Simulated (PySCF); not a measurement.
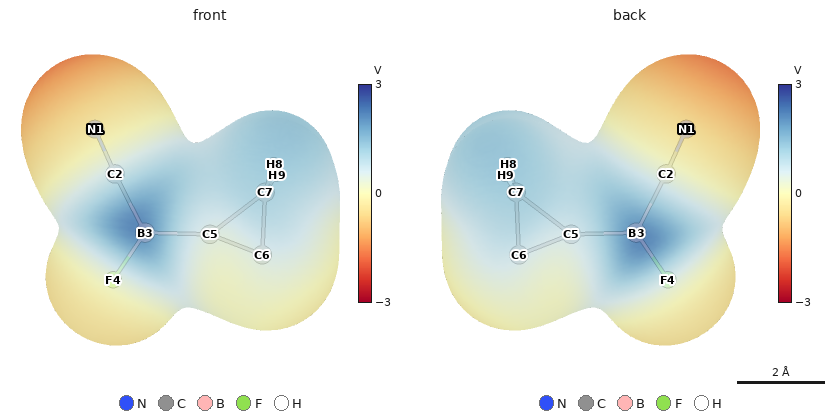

C$_{4}$H$_{2}$BFN (SMILES N#CB(F)C1=[C]C1) (doublet). The electrostatic potential painted on the density surface at 0.002 e/bohr³, seen from the front and from behind; the colour scale runs from red (negative) to blue (positive).

Geometry: GFN2-xTB.

The calculation used UKS B3LYP, pcH-1 on B C F H N, non-relativistic, mean-field spin-orbit, GIAO in PySCF 2.14.0, density-fitted response routines.

```yaml
atoms:
  - { symbol: N, position_ang: [2.4696, -0.5064, 1.4521] }
  - { symbol: C, position_ang: [1.8628, 0.0854, 0.6800] }
  - { symbol: B, position_ang: [0.9895, 0.8354, -0.3425] }
  - { symbol: F, position_ang: [1.5065, 1.8395, -1.0242] }
  - { symbol: C, position_ang: [-0.4367, 0.3920, -0.5305] }
  - { symbol: C, position_ang: [-1.6578, 0.3504, -0.9897] }
  - { symbol: C, position_ang: [-1.4855, -0.6974, 0.0126] }
  - { symbol: H, position_ang: [-1.8829, -0.5665, 1.0103] }
  - { symbol: H, position_ang: [-1.3520, -1.7264, -0.2932] }
```

> Which sites attract a positive test charge, and which a negative one?

A positive charge is drawn to the negative regions and a negative charge to the positive ones. The most negative region (about −1.5 V) lies over N1, the most positive (about +2.1 V) over B3. N1 is the likeliest acceptor of a hydrogen bond.
